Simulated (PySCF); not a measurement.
C3H13BN2Si

```yaml
atoms:
  - { symbol: C, position_ang: [-2.0369, 1.7502, -0.9666] }
  - { symbol: N, position_ang: [-1.9484, 0.5288, -0.2035] }
  - { symbol: B, position_ang: [-0.8392, -0.3242, -0.0232] }
  - { symbol: C, position_ang: [-1.0180, -1.6290, 0.8786] }
  - { symbol: N, position_ang: [0.3935, -0.0311, -0.6273] }
  - { symbol: C, position_ang: [1.6516, -0.7275, -0.4405] }
  - { symbol: Si, position_ang: [2.7664, 0.2158, 0.7897] }
  - { symbol: H, position_ang: [-2.7369, 2.4445, -0.4960] }
  - { symbol: H, position_ang: [-1.0615, 2.2339, -1.0087] }
  - { symbol: H, position_ang: [-2.3756, 1.5707, -1.9955] }
  - { symbol: H, position_ang: [-2.8424, 0.2324, 0.1526] }
  - { symbol: H, position_ang: [-0.8006, -2.5378, 0.3198] }
  - { symbol: H, position_ang: [-2.0303, -1.7249, 1.2646] }
  - { symbol: H, position_ang: [-0.3458, -1.6153, 1.7348] }
  - { symbol: H, position_ang: [0.5016, 0.8079, -1.1741] }
  - { symbol: H, position_ang: [2.1464, -0.8514, -1.4111] }
  - { symbol: H, position_ang: [1.4372, -1.7299, -0.0709] }
  - { symbol: H, position_ang: [2.0548, 0.3760, 2.0568] }
  - { symbol: H, position_ang: [3.0602, 1.5399, 0.2294] }
  - { symbol: H, position_ang: [4.0186, -0.5182, 0.9880] }
```

Geometry: GFN2-xTB.

Level of theory: PySCF, PBE0/def2-SVPD, SCF density, gas phase.

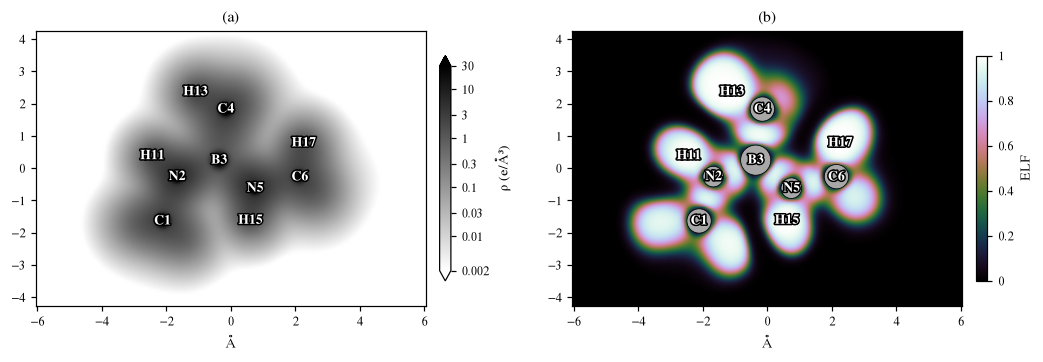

Figure 1. (a) total electron density; (b) ELF on the plane of atoms C1, N2 and B3. Grey discs cover the atomic cores in the ELF map.

Q: Read the bonding off the picture.

A: Atoms in the plane: C, N, B and H.
B–N (1.40 Å): ρ is about 1.9 e/Å³ halfway; the ELF peaks at about 0.95 between the atoms: a short, strongly polar bond.
C–N (1.44 Å): ρ is about 1.9 e/Å³ halfway; the ELF peaks at about 0.95 between the atoms (a shared electron pair).
C–B (1.60 Å): ρ at the midpoint is about 1.3 e/Å³; the ELF peaks at about 1 between the atoms; a shared electron pair.
N–H (1.01 Å): ρ is about 2.9 e/Å³ halfway; the ELF climbs to about 1 towards the hydrogen, as it does in any bond to H (an ordinary covalent bond to hydrogen).
C–H (1.09 Å): ρ at the midpoint is about 1.9 e/Å³; the ELF climbs to about 1 towards the hydrogen (a covalent bond by its length).

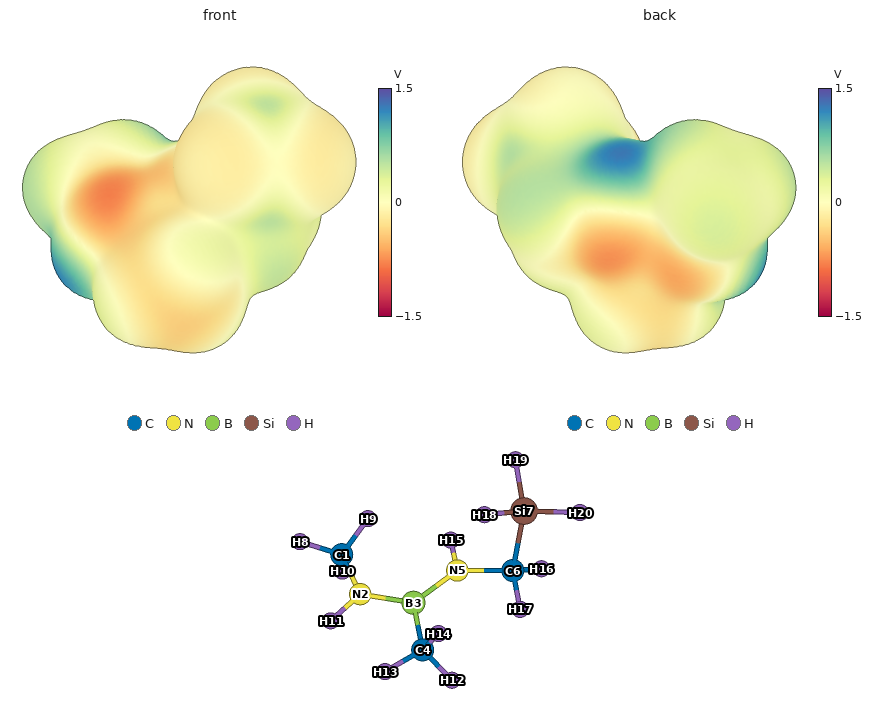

Figure 2. The electrostatic potential painted on the density surface at 0.001 e/bohr³, seen from the front and from behind; the colour scale runs from red (negative) to blue (positive). The bare structure is drawn below in the same view.

Q: Which sites attract a positive test charge, and which a negative one?

A: A positive charge is drawn to the negative regions and a negative charge to the positive ones. The most negative region (about −0.8 V) lies over N2, the most positive (about +1.2 V) over H11 and H15.
